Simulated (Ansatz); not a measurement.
Process, species as SMILES: ClCl (Cl2) → Cl2- (doublet, bonded as ClCl) (an electron is taken up)
B3LYP-D3(BJ)/def2-TZVP geometries, fixed; electronic energies without zero-point terms; positive where energy is released.

Basis-set convergence of the adiabatic electron affinity at B2PLYP with Ansatz (a first-principles code). All functions are spherical. Cores are frozen. Open shells are unrestricted. No added dispersion term, no relativity. Functions are those of the species that has most. Reference: the value in aug-cc-pV(5+d)Z, 2.546 eV, itself unsure by roughly 0.008 eV (its mean distance from aug-pcseg-3, aug-cc-pV(Q+d)Z, def2-QZVPPD). Deviations are taken from unrounded values.

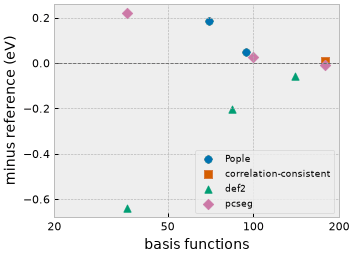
Figure: Deviation from the reference against the number of basis functions, by family of sets.

| basis | functions | adiabatic electron affinity (eV) | minus reference (eV) |
|---|---|---|---|
| def2-SVP | 36 | 1.909 | -0.638 |
| pcseg-1 | 36 | 2.765 | 0.219 |
| 6-311++G(2d,2p) | 70 | 2.731 | 0.184 |
| def2-TZVPP | 84 | 2.342 | -0.205 |
| 6-311++G(3df,3pd) | 94 | 2.597 | 0.050 |
| aug-pcseg-2 | 100 | 2.575 | 0.028 |
| def2-QZVPP | 140 | 2.490 | -0.056 |
| aug-cc-pV(Q+d)Z | 178 | 2.555 | 0.008 |
| aug-pcseg-3 | 178 | 2.538 | -0.009 |
